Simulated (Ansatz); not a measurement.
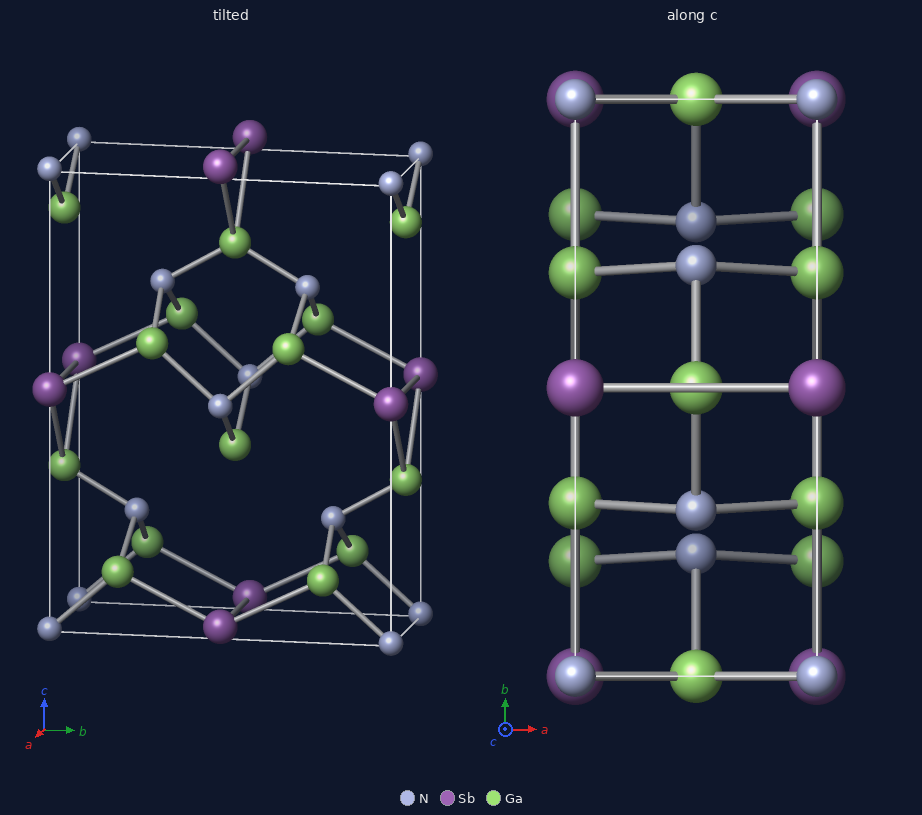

This ball-and-stick model is shown slightly off an axis and along the c axis. The conventional unit cell is drawn as a box.

Ga4SbN3, space group Amm2 (No. 38), a = 3.224 Å, b = 7.696 Å, c = 10.379 Å, α = 90.00°, β = 90.00°, γ = 90.00°. The cell started as a structure type filled with these elements by a generator (whether the compound takes this form wasn't checked). Earlier steps of the study, as a rule a relaxation of our own, may have changed the cell and positions, so they can lie some per cent off the listed ones. Ansatz was used for an electronic-structure calculation on it.

This one geometry was computed with Ansatz (DFT, plane waves, PAW) at three levels of theory: r2SCAN, PBE and PBE with spin-orbit coupling. It was relaxed beforehand with r2SCAN.

> Which level gives the highest pressure at this volume, and what does that say about its equilibrium volume?

Highest: PBE (3.8 GPa) and PBE with spin-orbit coupling (3.8 GPa), which points to the largest equilibrium volume. Lowest, with the smallest volume: r2SCAN (0.0 GPa). Levels within 0.5 GPa of each other can't be told apart.

> How does the band gap change with the level of theory?

All levels give a metal, though semilocal functionals underestimate gaps and can close a small one.

> Collect the results in a table.

| level | cutoff (eV) | k-mesh of the run's cell | gap (eV) | pressure (GPa) |
| --- | --- | --- | --- | --- |
| r2SCAN | 500 | 8×4×4 | metal | 0.0 |
| PBE | 420 | 8×4×4 | metal | 3.8 |
| PBE with spin-orbit coupling | 420 | 8×4×4 | metal | 3.8 |

Gaps are taken on the k-mesh or band path of each run.
